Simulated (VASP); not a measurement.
Band structure of BN (hex). Calculation: AM05 GGA, VASP's PBE PAW potentials (set 64) (plane waves; VASP).

Without a dispersion term in the relaxation, distances and binding between the weakly bound layers, chains or molecules are unreliable, and so is what depends on them.

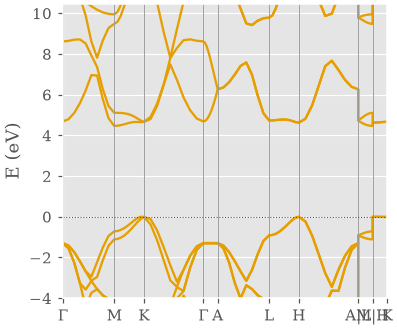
Fig. 1. Bands along high-symmetry lines, zero at the valence-band maximum or, without a gap, the Fermi level

Problem. Read the plot: is there a gap, and where are the band edges?

Solution. The gap is indirect, 4.46 eV, from the valence maximum at H to the conduction minimum at M. (Edges off the drawn lines would not show.)

The compound is BN in the hex structure. It was relaxed first, which changed the volume by +17 %.
